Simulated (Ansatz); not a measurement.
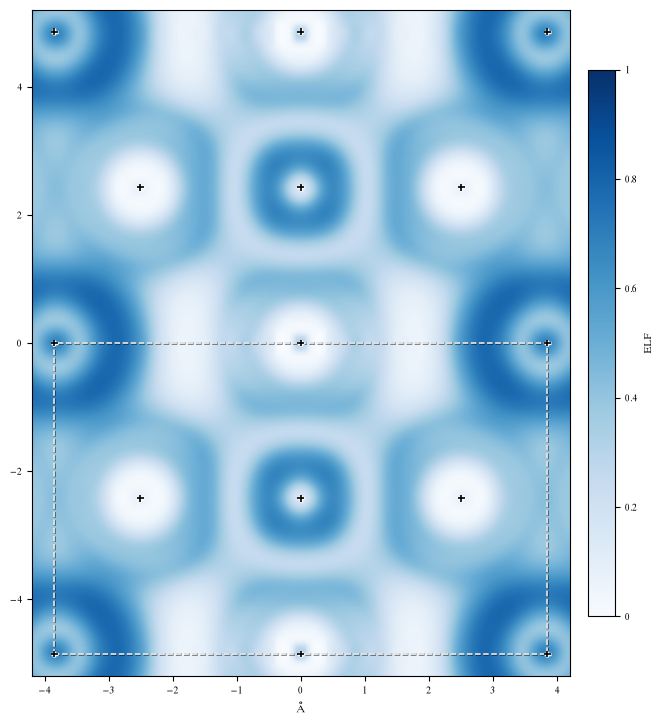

The electron localisation function on a plane through atoms (crosses mark nuclei in the plane).

The calculation used DFT PBE, scalar-relativistic, plane waves, PAW (Ansatz 0.2.0).

Candidates:
A. SiGe$_{3}$Ru, a = 3.43 Å, b = 3.43 Å, c = 7.70 Å, α = 90.00°, β = 90.00°, γ = 90.00°. Space group P4/mmm; a structure generated by program, which may or may not match a known phase; computed without spin polarisation.
B. Si$_{3}$Ge$_{2}$, a = 2.84 Å, b = 2.84 Å, c = 23.69 Å, α = 90.00°, β = 90.00°, γ = 120.00°. Space group P-6m2; a structure generated by program, which may or may not match a known phase.
C. BeZn$_{3}$Se$_{4}$, a = 5.42 Å, b = 5.42 Å, c = 10.80 Å, α = 90.00°, β = 90.00°, γ = 90.00°. Space group I-42m; a structure generated by program, which may or may not match a known phase; changed on purpose from its base cell (volume × 0.91, shape and atoms relaxed); computed pressure about 7 GPa in this cell.

> Which candidate gave the map?

Candidate A: SiGe$_{3}$Ru on the (110) plane of the conventional cell, which holds Si, Ge and Ru. Ge–Ru (2.43 Å): the ELF is about 0.35 at the midpoint. Si–Ge (2.77 Å): the ELF peaks at about 0.75 in the valence shell of Si, 0.9 Å from its nucleus, and is about 0.60 at the midpoint.
